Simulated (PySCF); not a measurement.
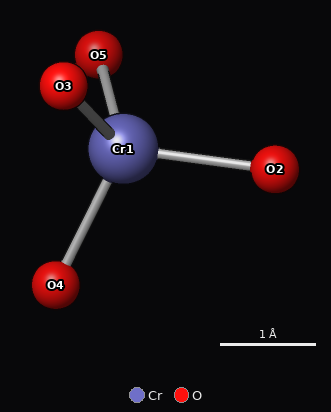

**Figure 1.** The structure as given in the input (ball-and-stick view, seen at a tilt; atoms are numbered from 1 in the order of the input). Sticks mark near contacts. Bond lengths as drawn: Cr–O 1.62 to 1.63 Å.

**CrO₄: a changed input and its effect**

System: CrO₄, charge −2.
Method of run 1: GIAO B3LYP/pcSseg-1 Cr:pcSseg-2 NMR shielding, non-relativistic, gas phase (PySCF 2.14.0).

The geometry comes from this level: PBE0-D3(BJ)/def2-SVP. Text and figures count atoms from 1; the logs count them from 0 in places.

The input, run 1:
```
{"job": {"kind": "nmr", "xc": "B3LYP", "basis": {"default": "pcSseg-1", "Cr": "pcSseg-2"}, "pop": false}, "charge": -2, "multiplicity": 1}
Cr    -0.000611     0.000057     0.000164
O      0.016910    -0.017810     1.625328
O      1.525623     0.008379    -0.555040
O     -0.773258     1.332080    -0.520635
O     -0.768674    -1.322715    -0.549816
```

The first line tells a small driver script what to run in PySCF; the rest is the geometry in Å.

Hardware: 1 CPU thread, shared host.

Output (run 1):
```
coarse grid: 28176 points
cycle   1  E = -1345.0108726857  dE =  3.344e-01  |g| = 1.577e+00  |ddm| = 2.585e+00
cycle   2  E = -1340.7023446532  dE =  4.309e+00  |g| = 6.395e+00  |ddm| = 2.360e+00
cycle   3  E = -1345.0643359735  dE = -4.362e+00  |g| = 1.496e+00  |ddm| = 1.891e+00
cycle   4  E = -1345.3931251973  dE = -3.288e-01  |g| = 4.306e-01  |ddm| = 8.452e-01
cycle   5  E = -1345.4150388145  dE = -2.191e-02  |g| = 4.548e-02  |ddm| = 1.022e-01
cycle   6  E = -1345.4152830280  dE = -2.442e-04  |g| = 5.824e-03  |ddm| = 1.190e-02
cycle   7  E = -1345.4152878958  dE = -4.868e-06  |g| = 3.081e-03  |ddm| = 4.279e-03
final grid: 58088 points
cycle   8  E = -1345.4151906815  dE =  2.078e-05  |g| = 1.104e-02  |ddm| = 6.818e-03
cycle   9  E = -1345.4148941988  dE =  2.965e-04  |g| = 4.247e-02  |ddm| = 2.420e-02
cycle  10  E = -1345.4152027359  dE = -3.085e-04  |g| = 8.981e-03  |ddm| = 1.858e-02
cycle  11  E = -1345.4152133308  dE = -1.059e-05  |g| = 2.800e-04  |ddm| = 2.564e-03
cycle  12  E = -1345.4152133425  dE = -1.177e-08  |g| = 5.706e-05  |ddm| = 1.460e-04
cycle  13  E = -1345.4152133425  dE = -6.366e-12  |g| = 5.836e-05  |ddm| = 4.980e-05
cycle  14  E = -1345.4152133431  dE = -5.994e-10  |g| = 2.018e-05  |ddm| = 3.358e-05
converged SCF energy = -1345.4152133431

GIAO shielding tensors (ppm)
atom      isotropic    diamagn.    paramagn.     s11        s22        s33       span
  0 Cr   -2841.457    1812.723   -4654.180  -2845.443  -2839.724  -2839.204      6.239
  1 O     -530.292     408.994    -939.285   -704.490   -703.879   -182.505    521.985
  2 O     -530.170     408.983    -939.154   -704.304   -703.734   -182.474    521.830
  3 O     -530.316     408.995    -939.311   -704.427   -704.003   -182.519    521.909
  4 O     -530.302     408.994    -939.296   -704.442   -703.951   -182.514    521.928
```

The input of run 2 differs as follows (lines with − go, lines with + come):
```diff
-"xc": "B3LYP"
+"xc": "PBE0"
-"pop": false
```

What does this change do to the results?

The total energies belong to different methods, so their difference says nothing on which is more stable or more accurate. The HOMO goes from 4.32 to 4.02 eV. The LUMO goes from 9.73 to 9.93 eV. Of all shieldings, the largest change is that of Cr1, by −51.5 ppm. The functional changes from B3LYP to PBE0. The SCF takes 13 iterations against 14.

Output (run 2):
```
coarse grid: 28176 points
cycle   1  E = -1344.4665212557  dE =  2.572e-01  |g| = 1.509e+00  |ddm| = 2.586e+00
cycle   2  E = -1340.6382475579  dE =  3.828e+00  |g| = 6.085e+00  |ddm| = 2.124e+00
cycle   3  E = -1344.5886420794  dE = -3.950e+00  |g| = 1.262e+00  |ddm| = 1.707e+00
cycle   4  E = -1344.8241736941  dE = -2.355e-01  |g| = 3.091e-01  |ddm| = 6.918e-01
cycle   5  E = -1344.8355606171  dE = -1.139e-02  |g| = 1.683e-02  |ddm| = 7.689e-02
cycle   6  E = -1344.8355954742  dE = -3.486e-05  |g| = 4.403e-03  |ddm| = 6.568e-03
cycle   7  E = -1344.8355980728  dE = -2.599e-06  |g| = 2.461e-03  |ddm| = 2.874e-03
final grid: 58088 points
cycle   8  E = -1344.8355420737  dE =  1.418e-05  |g| = 1.019e-02  |ddm| = 4.718e-03
cycle   9  E = -1344.8352366750  dE =  3.054e-04  |g| = 4.863e-02  |ddm| = 1.847e-02
cycle  10  E = -1344.8355495402  dE = -3.129e-04  |g| = 6.819e-03  |ddm| = 1.450e-02
cycle  11  E = -1344.8355573676  dE = -7.827e-06  |g| = 1.537e-04  |ddm| = 2.865e-03
cycle  12  E = -1344.8355573717  dE = -4.014e-09  |g| = 2.946e-05  |ddm| = 7.813e-05
cycle  13  E = -1344.8355573719  dE = -2.933e-10  |g| = 2.591e-05  |ddm| = 3.498e-05
converged SCF energy = -1344.8355573719

GIAO shielding tensors (ppm)
atom      isotropic    diamagn.    paramagn.     s11        s22        s33       span
  0 Cr   -2892.947    1812.649   -4705.595  -2896.987  -2891.188  -2890.665      6.322
  1 O     -525.202     407.561    -932.763   -708.313   -707.596   -159.696    548.617
  2 O     -525.146     407.551    -932.697   -708.172   -707.577   -159.690    548.483
  3 O     -525.195     407.563    -932.758   -708.136   -707.746   -159.702    548.435
  4 O     -525.206     407.561    -932.767   -708.193   -707.716   -159.708    548.485
```

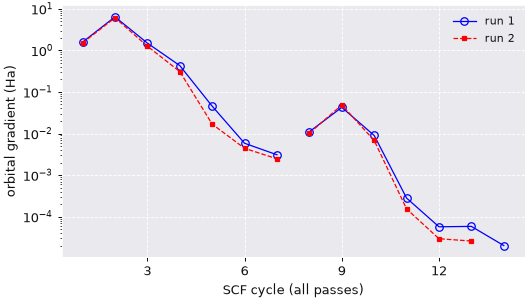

**Figure 2.** Convergence of the two runs: orbital gradient against the SCF cycle. A break in a curve parts two SCF passes (coarse and final grid). Run 1 takes 14 cycles in all, and run 2 takes 13.

The two runs side by side:

| quantity | run 1 | run 2 |
| --- | --- | --- |
| outcome | converged | converged |
| total energy (hartree) | −1345.415213 | −1344.835557 |
| HOMO (eV) | 4.32 | 4.02 |
| LUMO (eV) | 9.73 | 9.93 |
| shielding of Cr1 (ppm) | −2841.5 | −2892.9 |
| shielding of O2 (ppm) | −530.3 | −525.2 |
| shielding of O3 (ppm) | −530.2 | −525.1 |
| shielding of O4 (ppm) | −530.3 | −525.2 |
| shielding of O5 (ppm) | −530.3 | −525.2 |
| SCF iterations | 14 | 13 |
| basis functions | 141 | 141 |
| wall time (shared host) | 6.9 s | 9.2 s |

For both runs: A multiply charged ion in the gas phase: its levels are not those in solution or in a crystal. The highest filled orbital lies above zero: either the extra electron isn't bound at this level, or the self-interaction error of the functional lifts the level.
